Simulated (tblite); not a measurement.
# Run report: Si3N2H10, geometry relaxation (part 1 of 2)

System: Si3N2H10, SMILES [SiH3]N[SiH2]N[SiH3].
Method: GFN2-xTB geometry optimisation, gas phase (tblite 0.8.0).

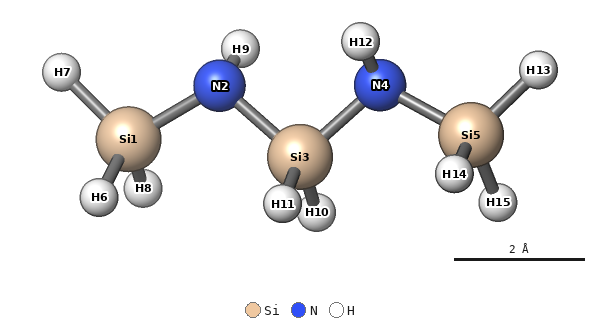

**Figure 1.** The structure as given in the input (ball-and-stick view, seen at a tilt; atoms are numbered from 1 in the order of the input). Bond lengths as drawn: H–N 1.00 to 1.01 Å, H–Si 1.45 to 1.49 Å and N–Si 1.67 to 1.68 Å.

### Summary

```tsv
quantity	value
outcome	converged
total energy	−441.6079 eV
hardware	1 CPU thread, shared host
wall time	2.6 s
peak memory	0.17 GiB
```

### Input
```
{"job": {"kind": "relax", "xc": "GFN2-xTB", "basis": "xTB"}, "charge": 0, "multiplicity": 1}
Si    -2.708406    -0.332504    -0.236605
N     -1.324398     0.576262     0.049971
Si     0.038122    -0.409886    -0.031150
N      1.189963     0.787603     0.096442
Si     2.723927     0.114235     0.243392
H     -2.872715    -1.405888     0.758703
H     -3.856928     0.608676    -0.172423
H     -2.669833    -0.890652    -1.609913
H     -1.202778     1.271620    -0.665802
H      0.129779    -1.072791    -1.350633
H      0.079699    -1.315478     1.156403
H      0.971323     1.328762     0.911326
H      3.685269     1.195202     0.351628
H      2.776975    -0.674473     1.494803
H      3.023693    -0.737103    -0.941992
```

The first line tells a small driver script what to run in tblite; the rest is the geometry in Å.

Launched with:
```bash
OMP_NUM_THREADS=1 python <driver script> task.json out
```

### Output
```
step      E/eV     max force
  0    -440.76890    2.591
  1    -440.97011    0.935
  2    -441.03450    0.652
  3    -441.09925    0.706
  4    -441.19761    0.728
  5    -441.27341    0.662
  6    -441.33578    0.487
  7    -441.37931    0.452
  8    -441.41389    0.434
  9    -441.44592    0.513
 10    -441.47631    0.453
 11    -441.50423    0.387
 12    -441.51997    0.320
 13    -441.52783    0.196
 14    -441.53487    0.198
 15    -441.54236    0.258
 16    -441.54856    0.330
 17    -441.55243    0.183
 18    -441.55435    0.091
 19    -441.55631    0.148
 20    -441.55963    0.201
 21    -441.56344    0.192
 22    -441.56643    0.124
 23    -441.56816    0.087
 24    -441.56943    0.099
 25    -441.57074    0.122
 26    -441.57245    0.127
 27    -441.57484    0.135
 28    -441.57788    0.149
 29    -441.58107    0.177
 30    -441.58375    0.134
 31    -441.58543    0.096
 32    -441.58643    0.061
 33    -441.58729    0.112
 34    -441.58815    0.128
 35    -441.58927    0.110
 36    -441.59088    0.104
 37    -441.59313    0.114
 38    -441.59589    0.140
 39    -441.59848    0.127
 40    -441.60012    0.091
 41    -441.60112    0.060
 42    -441.60195    0.063
 43    -441.60271    0.073
 44    -441.60351    0.069
 45    -441.60430    0.065
 46    -441.60486    0.042
 47    -441.60511    0.027
 48    -441.60521    0.025
 49    -441.60530    0.029
 50    -441.60545    0.033
 51    -441.60567    0.036
 52    -441.60585    0.025
 53    -441.60593    0.012
 54    -441.60596    0.013
 55    -441.60598    0.012
 56    -441.60602    0.014
 57    -441.60607    0.017
 58    -441.60612    0.015
 59    -441.60616    0.015
 60    -441.60620    0.016
 61    -441.60628    0.025
 62    -441.60642    0.040
 63    -441.60666    0.051
 64    -441.60695    0.045
 65    -441.60717    0.032
 66    -441.60731    0.034
 67    -441.60745    0.031
 68    -441.60762    0.040
 69    -441.60777    0.029
 70    -441.60784    0.013
 71    -441.60786    0.009
 72    -441.60787    0.010
 73    -441.60790    0.014
 74    -441.60792    0.011
 75    -441.60794    0.007
```

### Trajectory as extended XYZ (Å, eV, eV/Å), 26 frames, from step=0 to step=75
```
15
Properties=species:S:1:pos:R:3:forces:R:3 step=0 energy=-440.76890
Si   -2.7084   -0.3325   -0.2366   -2.4580  -0.7160  -0.4030
N    -1.3244    0.5763    0.0500   -0.3130   0.8290   0.0780
Si    0.0381   -0.4099   -0.0312   -0.2970  -2.3360  -0.0210
N     1.1900    0.7876    0.0964    0.7170   1.3260   0.0380
Si    2.7239    0.1142    0.2434    2.1270  -0.9670  -0.0040
H    -2.8727   -1.4059    0.7587    0.1750   0.2740  -0.2220
H    -3.8569    0.6087   -0.1724    0.3240  -0.2110   0.0240
H    -2.6698   -0.8907   -1.6099   -0.0800  -0.0570   0.2970
H    -1.2028    1.2716   -0.6658   -0.1810   0.6040   0.1300
H     0.1298   -1.0728   -1.3506    0.2300  -0.0480   0.3810
H     0.0797   -1.3155    1.1564   -0.2250   0.0990  -0.5510
H     0.9713    1.3288    0.9113   -0.0290   0.6820   0.0610
H     3.6853    1.1952    0.3516    0.0850   0.2100  -0.0230
H     2.7770   -0.6745    1.4948    0.1340  -0.0220  -0.2690
H     3.0237   -0.7371   -0.9420   -0.2090   0.3340   0.4840
15
Properties=species:S:1:pos:R:3:forces:R:3 step=3 energy=-441.09925
Si   -2.7973   -0.3470   -0.2541    0.1950   0.0090  -0.0650
N    -1.3594    0.5714    0.0406   -0.1240  -0.3010  -0.4780
Si    0.0349   -0.4500   -0.0275   -0.0390   0.7040  -0.0450
N     1.2286    0.7973    0.1009    0.1570  -0.3690   0.4430
Si    2.8026    0.0888    0.2489   -0.0710   0.3480   0.2100
H    -2.8653   -1.3958    0.7502   -0.0260  -0.0140   0.0100
H    -3.8585    0.6087   -0.1701   -0.5320   0.3520   0.0420
H    -2.6799   -0.9004   -1.5989   -0.2250  -0.2200  -0.1010
H    -1.2161    1.3072   -0.6516   -0.2740  -0.0110   0.4980
H     0.1471   -1.0859   -1.3365    0.2070  -0.1950   0.0930
H     0.0637   -1.3237    1.1337   -0.1850  -0.2610  -0.0410
H     0.9744    1.3695    0.9075    0.2740   0.0930  -0.5110
H     3.7010    1.2139    0.3508    0.2930   0.2240   0.0030
H     2.7915   -0.6838    1.4846    0.2800  -0.2350   0.0690
H     3.0163   -0.7267   -0.9243    0.0710  -0.1230  -0.1270
15
Properties=species:S:1:pos:R:3:forces:R:3 step=6 energy=-441.33578
Si   -2.9007   -0.3538   -0.2884    0.3910   0.1750   0.0330
N    -1.4278    0.5121   -0.0370    0.4090   0.1180   0.0110
Si    0.0317   -0.4088   -0.0263    0.0060  -0.2480  -0.0600
N     1.3021    0.7449    0.1630   -0.3160   0.0040   0.0620
Si    2.9047    0.1028    0.2854   -0.4100   0.1280   0.0110
H    -2.8621   -1.3836    0.7402   -0.2140  -0.0090   0.0230
H    -3.9399    0.6565   -0.1610   -0.1570  -0.0500  -0.0430
H    -2.7379   -0.9546   -1.6046   -0.4000  -0.1800  -0.2110
H    -1.2851    1.3670   -0.5593   -0.3150  -0.0180   0.1850
H     0.2086   -1.1339   -1.2968    0.1410   0.0790   0.1390
H     0.0069   -1.3723    1.0863   -0.1540   0.0740  -0.1030
H     1.0256    1.4537    0.8316    0.3070   0.0420  -0.2070
H     3.7728    1.2752    0.3506    0.0840  -0.1050   0.0300
H     2.8658   -0.7365    1.4819    0.4180  -0.0780   0.0810
H     3.0190   -0.7252   -0.9114    0.2110   0.0690   0.0490
15
Properties=species:S:1:pos:R:3:forces:R:3 step=9 energy=-441.44592
Si   -2.9160   -0.3385   -0.3077   -0.1510  -0.1170  -0.0800
N    -1.4239    0.4898   -0.0800   -0.1400   0.1300   0.1130
Si    0.0333   -0.4156   -0.0307   -0.0110  -0.1460   0.0490
N     1.3070    0.7111    0.2042    0.0720   0.1700  -0.0900
Si    2.9194    0.1216    0.3098    0.1480  -0.2420  -0.0020
H    -2.8927   -1.3732    0.7339   -0.1990   0.1370  -0.1000
H    -4.0013    0.6702   -0.1635    0.3510  -0.3600  -0.1050
H    -2.8331   -1.0069   -1.6288   -0.3140   0.1350   0.1970
H    -1.3663    1.4086   -0.4794    0.0600   0.1440   0.0180
H     0.2678   -1.1547   -1.2616    0.1330  -0.0200  -0.2260
H    -0.0504   -1.3940    1.0484   -0.1130  -0.0320   0.1600
H     1.0935    1.5182    0.7611   -0.0800   0.1350   0.0080
H     3.8220    1.2914    0.3553   -0.2080  -0.2900   0.0440
H     2.9721   -0.7734    1.4869    0.2790   0.1950  -0.1130
H     3.0521   -0.7111   -0.8936    0.1750   0.1610   0.1270
15
Properties=species:S:1:pos:R:3:forces:R:3 step=12 energy=-441.51997
Si   -2.9192   -0.3404   -0.3258    0.0170  -0.1170   0.0170
N    -1.4263    0.4940   -0.0899   -0.1570  -0.0780  -0.0330
Si    0.0328   -0.4305   -0.0310   -0.0280   0.3180  -0.0090
N     1.3084    0.7087    0.2176    0.1360  -0.0560   0.0020
Si    2.9234    0.1111    0.3251    0.0220  -0.0070   0.0020
H    -2.9444   -1.3528    0.7208   -0.0960  -0.0520   0.0610
H    -3.9976    0.6332   -0.1808    0.0230   0.0460  -0.0500
H    -2.9402   -1.0227   -1.6256   -0.1000   0.0660  -0.0090
H    -1.4086    1.4442   -0.4261    0.2130  -0.0970   0.0520
H     0.3213   -1.1635   -1.2674    0.0190   0.0810  -0.0300
H    -0.1016   -1.4079    1.0490   -0.0430   0.0280   0.0820
H     1.1274    1.5667    0.7144   -0.1740  -0.1150  -0.0660
H     3.8242    1.2596    0.3657   -0.0380   0.0390   0.0570
H     3.0811   -0.7712    1.4817    0.0940   0.0280   0.1020
H     3.1030   -0.6850   -0.8737    0.1130  -0.0840  -0.1760
15
Properties=species:S:1:pos:R:3:forces:R:3 step=15 energy=-441.54236
Si   -2.9240   -0.3558   -0.3263   -0.0820   0.0380   0.0400
N    -1.4413    0.4895   -0.0906    0.1360  -0.0760   0.0230
Si    0.0296   -0.4103   -0.0307    0.0200  -0.2570   0.0130
N     1.3214    0.7063    0.2159   -0.0620  -0.0820  -0.0320
Si    2.9320    0.1002    0.3242    0.0690  -0.0410  -0.0610
H    -2.9693   -1.3561    0.7268   -0.0540  -0.0970   0.0810
H    -3.9881    0.6278   -0.1921   -0.0750   0.1180  -0.0140
H    -2.9758   -1.0162   -1.6270   -0.0410  -0.0430  -0.1220
H    -1.3882    1.4405   -0.4129    0.0020   0.0030  -0.0080
H     0.3326   -1.1501   -1.2721   -0.0410   0.1550   0.1140
H    -0.1162   -1.4002    1.0578    0.0040   0.1910  -0.1090
H     1.1099    1.5621    0.7008   -0.0040  -0.0180  -0.0020
H     3.8165    1.2561    0.3760    0.0320   0.1090   0.0370
H     3.1154   -0.7634    1.4927    0.0380   0.0030   0.0470
H     3.1292   -0.6870   -0.8883    0.0570  -0.0040  -0.0060
15
Properties=species:S:1:pos:R:3:forces:R:3 step=18 energy=-441.55435
Si   -2.9390   -0.3604   -0.3274   -0.0360   0.0350   0.0000
N    -1.4442    0.4776   -0.0998   -0.0130  -0.0720   0.0010
Si    0.0302   -0.4141   -0.0299    0.0130  -0.0350   0.0020
N     1.3289    0.6928    0.2221    0.0310  -0.0720  -0.0110
Si    2.9485    0.0951    0.3242    0.0240   0.0430   0.0070
H    -2.9941   -1.3636    0.7348   -0.0400   0.0210  -0.0480
H    -3.9984    0.6382   -0.2005    0.0110   0.0450  -0.0030
H    -3.0154   -1.0224   -1.6385    0.0020   0.0340   0.0600
H    -1.3881    1.4397   -0.3902   -0.0380  -0.0490  -0.0170
H     0.3460   -1.1340   -1.2632   -0.0100   0.0040  -0.0910
H    -0.1342   -1.3856    1.0511    0.0050  -0.0110   0.0870
H     1.1104    1.5635    0.6779    0.0550  -0.0530   0.0040
H     3.8216    1.2667    0.3863   -0.0320   0.0220   0.0120
H     3.1558   -0.7630    1.5020   -0.0090   0.0590  -0.0680
H     3.1555   -0.6867   -0.8948    0.0380   0.0300   0.0650
15
Properties=species:S:1:pos:R:3:forces:R:3 step=21 energy=-441.56344
Si   -2.9555   -0.3547   -0.3256    0.0620  -0.0240   0.0210
N    -1.4439    0.4566   -0.1024   -0.0750  -0.0080  -0.0060
Si    0.0337   -0.4336   -0.0295   -0.0480   0.1700  -0.0430
N     1.3360    0.6700    0.2210    0.0090   0.0100  -0.0060
Si    2.9634    0.1008    0.3229   -0.0370   0.0700   0.0060
H    -3.0212   -1.3657    0.7303   -0.0500   0.0460  -0.0460
H    -4.0010    0.6576   -0.2070    0.0030   0.0590   0.0160
H    -3.0385   -1.0172   -1.6342   -0.0060   0.0210   0.0210
H    -1.3941    1.4226   -0.3833    0.0130  -0.0760  -0.0060
H     0.3483   -1.1183   -1.2785    0.0010  -0.0970  -0.1010
H    -0.1415   -1.3740    1.0678    0.0160  -0.1440   0.1260
H     1.1221    1.5465    0.6669    0.0070  -0.0400   0.0100
H     3.8158    1.2810    0.3966    0.0200   0.0980  -0.0030
H     3.1770   -0.7478    1.4947    0.0200  -0.0490   0.0780
H     3.1831   -0.6803   -0.8854    0.0640  -0.0370  -0.0670
15
Properties=species:S:1:pos:R:3:forces:R:3 step=24 energy=-441.56943
Si   -2.9695   -0.3526   -0.3232   -0.0300   0.0200  -0.0190
N    -1.4508    0.4389   -0.1039    0.0230   0.0220   0.0330
Si    0.0322   -0.4404   -0.0317    0.0000  -0.0910   0.0070
N     1.3430    0.6537    0.2181   -0.0310   0.0260  -0.0240
Si    2.9774    0.1082    0.3217    0.0170  -0.0180   0.0060
H    -3.0492   -1.3649    0.7250   -0.0530   0.0050   0.0180
H    -4.0009    0.6789   -0.2108    0.0340   0.0160   0.0240
H    -3.0587   -1.0109   -1.6305   -0.0140  -0.0030  -0.0290
H    -1.3952    1.4040   -0.3791   -0.0010   0.0280  -0.0320
H     0.3488   -1.1132   -1.2962   -0.0380  -0.0620   0.0550
H    -0.1447   -1.3743    1.0875    0.0510  -0.0260  -0.0810
H     1.1289    1.5304    0.6603   -0.0170   0.0250   0.0370
H     3.8126    1.3038    0.4048   -0.0110   0.0460  -0.0190
H     3.1970   -0.7397    1.4975    0.0170  -0.0100   0.0290
H     3.2129   -0.6784   -0.8853    0.0520   0.0200  -0.0060
15
Properties=species:S:1:pos:R:3:forces:R:3 step=27 energy=-441.57484
Si   -2.9768   -0.3469   -0.3239    0.0070   0.0020  -0.0020
N    -1.4517    0.4329   -0.0963    0.0240  -0.0600   0.0170
Si    0.0300   -0.4547   -0.0336    0.0640   0.0260   0.0190
N     1.3401    0.6498    0.2099    0.0650  -0.0830  -0.0070
Si    2.9835    0.1145    0.3226   -0.0020  -0.0010   0.0070
H    -3.0790   -1.3597    0.7223   -0.0340   0.0090   0.0160
H    -3.9916    0.6985   -0.2059    0.0050   0.0280   0.0090
H    -3.0695   -1.0048   -1.6321   -0.0160   0.0120  -0.0170
H    -1.3951    1.3932   -0.3876    0.0320   0.0360  -0.0210
H     0.3377   -1.1308   -1.3013   -0.0350  -0.0300   0.0960
H    -0.1312   -1.3892    1.0891    0.0290  -0.0030  -0.1050
H     1.1296    1.5210    0.6676   -0.0490  -0.0240   0.0010
H     3.8059    1.3297    0.4041   -0.0910  -0.0920  -0.0140
H     3.2082   -0.7370    1.5063   -0.0060   0.0920  -0.0980
H     3.2436   -0.6730   -0.8871    0.0090   0.0880   0.0990
15
Properties=species:S:1:pos:R:3:forces:R:3 step=30 energy=-441.58375
Si   -2.9867   -0.3370   -0.3214    0.0380   0.0000   0.0270
N    -1.4463    0.4151   -0.0767   -0.0130   0.0060  -0.0710
Si    0.0347   -0.4804   -0.0348   -0.0070   0.1330  -0.0150
N     1.3415    0.6322    0.1908    0.0240  -0.0030   0.0620
Si    2.9926    0.1253    0.3213   -0.0230   0.0510   0.0030
H    -3.1455   -1.3506    0.7204    0.0210   0.0410  -0.0170
H    -3.9674    0.7400   -0.1988   -0.0130   0.0240  -0.0070
H    -3.0936   -0.9852   -1.6362   -0.0040   0.0300   0.0260
H    -1.3813    1.3659   -0.4095    0.0440  -0.0940   0.0550
H     0.3084   -1.1591   -1.3030    0.0260  -0.0570   0.0180
H    -0.1002   -1.4108    1.0850   -0.0180  -0.0810  -0.0010
H     1.1187    1.4855    0.6818   -0.0230  -0.0930  -0.0720
H     3.7728    1.3628    0.4043   -0.0240  -0.0280   0.0030
H     3.2279   -0.7102    1.5084    0.0000   0.0370  -0.0360
H     3.3081   -0.6499   -0.8775   -0.0280   0.0340   0.0240
15
Properties=species:S:1:pos:R:3:forces:R:3 step=33 energy=-441.58729
Si   -2.9975   -0.3320   -0.3223   -0.0150   0.0280  -0.0040
N    -1.4492    0.4028   -0.0827    0.0250  -0.0050  -0.0300
Si    0.0361   -0.4824   -0.0359   -0.0150  -0.1110   0.0040
N     1.3487    0.6190    0.1943   -0.0540  -0.0010   0.0120
Si    3.0030    0.1338    0.3248   -0.0060   0.0000  -0.0030
H    -3.1723   -1.3416    0.7179    0.0260   0.0150   0.0150
H    -3.9659    0.7600   -0.1976    0.0210  -0.0120  -0.0140
H    -3.1160   -0.9802   -1.6363    0.0020   0.0380   0.0270
H    -1.3800    1.3555   -0.4015    0.0330   0.0060   0.0200
H     0.3087   -1.1789   -1.2959    0.0280  -0.0170   0.0040
H    -0.0985   -1.4293    1.0754   -0.0160  -0.0120  -0.0190
H     1.1181    1.4749    0.6715   -0.0270   0.0200  -0.0110
H     3.7649    1.3777    0.4058    0.0190   0.0450   0.0140
H     3.2499   -0.7003    1.5060    0.0030   0.0090   0.0260
H     3.3337   -0.6354   -0.8696   -0.0230  -0.0010  -0.0400
```
